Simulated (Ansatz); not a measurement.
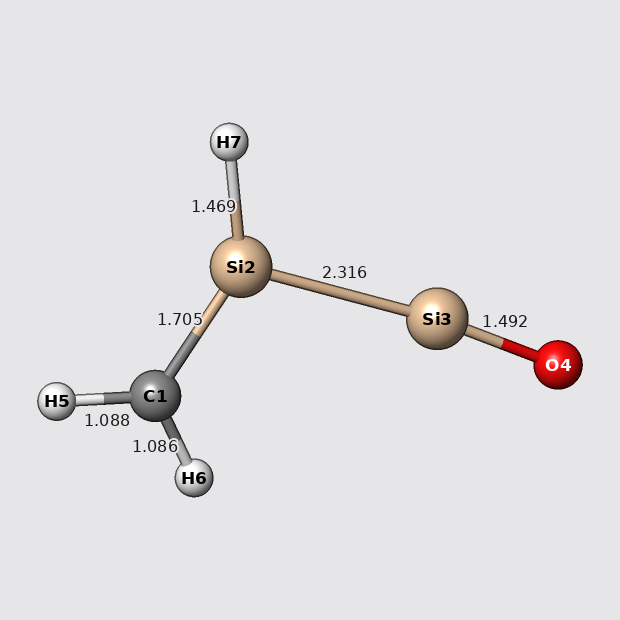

The numbers beside the sticks are distances in Å. Sticks don't show bond order. State: charge +1, singlet. The computed structure is the end point of a PBE0-D4/def2-TZVP optimisation. No frequency run is at hand to confirm it as a minimum.

**Assign a bond order to each marked bond.**

C1–Si2 double; C1–H5 single; C1–H6 single; Si2–Si3 single; Si2–H7 single; Si3–O4 double. This is one Lewis structure.

**Write the SMILES.**

C=[SiH][Si+]=O
